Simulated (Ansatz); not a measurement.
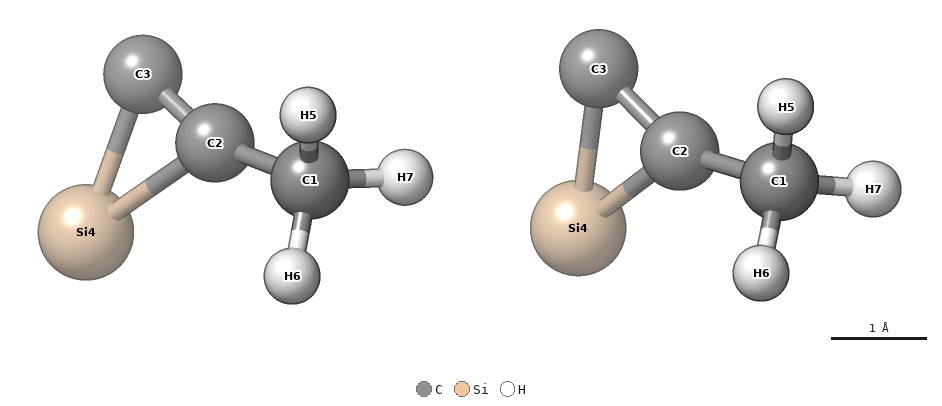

Two geometries of C3H3Si (multiplicity 2), drawn at one scale. One is the start of a relaxation, the other its converged end. Style: ball-and-stick. Shown from a free direction.

The calculation used UKS PBE/6-31G in Ansatz 0.2.0. (collinear spin; force threshold 0.015 eV/Å; at most 40 steps)

**Which geometry has the lower energy?**

The right one is the relaxed one. The run prepares an end point of a later path (torsion) calculation, from a guessed geometry. The largest move after the best rigid fit is that of Si4, 0.24 Å. By element the largest moves are Si 0.24 Å, C 0.23 Å, H 0.15 Å. Some distances before and after: C2–Si4 2.193 → 2.015 Å, C2–C3 1.271 → 1.334 Å, C3–Si4 1.909 → 1.942 Å, C1–C2 1.457 → 1.479 Å. Among the angles between lasting bonds that change: C2–C3–Si4 84.7° → 73.3°, C1–C2–C3 161.0° → 150.5°, C3–C2–Si4 60.1° → 67.3°. The energy falls by 0.206 eV in 13 accepted moves (15 points after the start). Largest force component: 1.9 eV/Å at the start, 0.0051 eV/Å at the end. The line search rejected the trial steps at points 13, 14 of the run. The forces were under the threshold at step 6, but the run went on from there.
